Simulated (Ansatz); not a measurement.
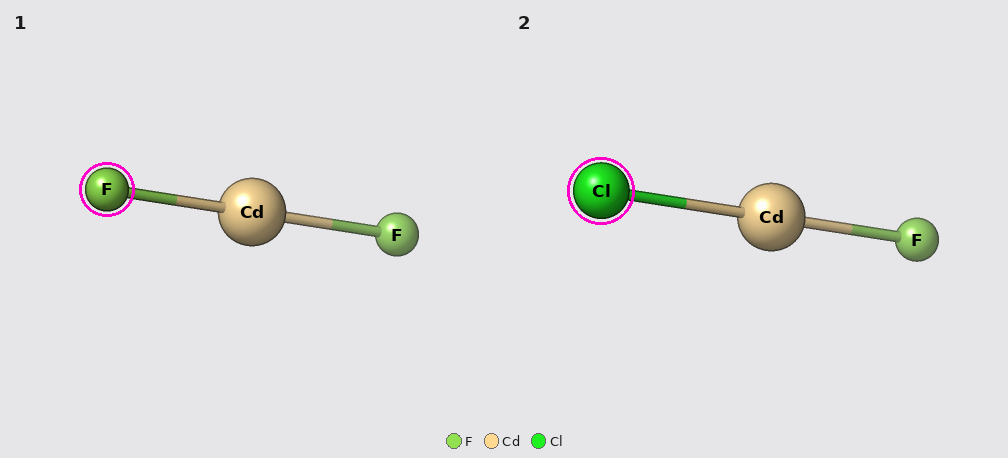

2 molecules with one skeleton, seen from the same side and at one scale; the atom that differs is circled. Each species is neutral and a spin singlet. Computed geometries: PBE0-D4/def2-TZVP optimisations, one conformation each. Properties computed with Ansatz 0.2.0. Elements past Kr carry core potentials.

One atom differs, called X below: F in panel 1, Cl in panel 2. Their formulas are CdF2 (`[F][Cd][F]`), CdClF (`[F][Cd][Cl]`).

In which is the vertical ionisation energy higher (PBE0-D4/def2-TZVPP)?

Answer. In panel 1 (X = F).

In which is the HOMO–LUMO gap larger (PBE0-D4/def2-SVP)?

Answer. In panel 1 (X = F).

Give the values. With PBE0-D4/def2-TZVP: length of X–Cd (Å), angle X–Cd–F (°). With PBE0-D4/def2-SVP: HOMO energy (Kohn–Sham orbital) (eV), HOMO–LUMO gap (eV). With PBE0-D4/def2-TZVPP: vertical ionisation energy (eV). With r2SCAN-D4/def2-TZVPP: dipole moment (D).

```json
{"quantity": "length of X–Cd (Å)", "1 (F)": "1.921", "2 (Cl)": "2.252", "2 − 1": "+0.331"}
{"quantity": "angle X–Cd–F (°)", "1 (F)": "180.0", "2 (Cl)": "180.0", "2 − 1": "0.0"}
{"quantity": "HOMO energy (Kohn–Sham orbital) (eV)", "1 (F)": "−9.61", "2 (Cl)": "−8.87", "2 − 1": "+0.74"}
{"quantity": "HOMO–LUMO gap (eV)", "1 (F)": "7.46", "2 (Cl)": "6.80", "2 − 1": "−0.66"}
{"quantity": "vertical ionisation energy (eV)", "1 (F)": "12.59", "2 (Cl)": "11.61", "2 − 1": "−0.98"}
{"quantity": "dipole moment (D)", "1 (F)": "0.00", "2 (Cl)": "0.50", "2 − 1": "+0.50"}
```
